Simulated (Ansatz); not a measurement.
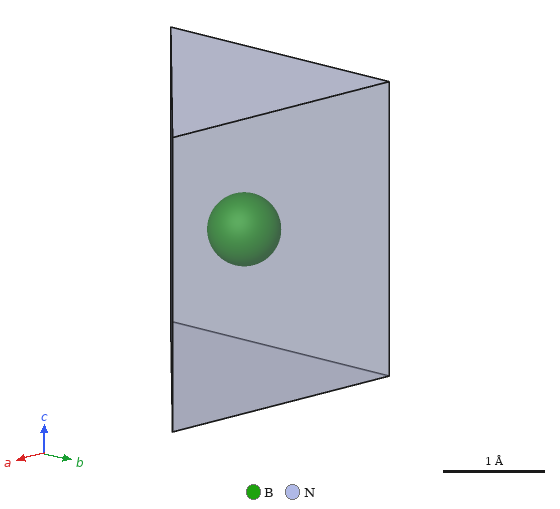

The polyhedron is the computed Voronoi (Dirichlet) cell of the central atom: each face lies in the plane that bisects the line to a neighbour. Central atom: B (2c) in BN; faces take the colour of the neighbour behind them. Source: the end point of a relaxation with DFT LDA, scalar-relativistic, plane waves, PAW (Ansatz 0.2.0).

BN, space group P6_3/mmc (No. 194), a = 2.489 Å, b = 2.489 Å, c = 6.496 Å, α = 90.00°, β = 90.00°, γ = 120.00°

```tsv
site	Wyckoff	x	y	z
B	2c	0.3333	0.6667	0.2500
N	2d	0.3333	0.6667	0.7500
```

Q: How many faces does the cell have, and of which kinds?

A: 5 faces, index ⟨2,3,0,0⟩: a trigonal prism.

Q: What is the volume of this Voronoi cell?

A: 8.7 Å³, equal to the mean volume per atom.

Q: Tabulate the neighbours by distance and solid angle.

A:
| neighbour | faces | distance (Å) | solid angle (% of sphere) |
| --- | --- | --- | --- |
| N | 3 | 1.44 | 87.3 |
| N | 2 | 3.25 | 12.7 |
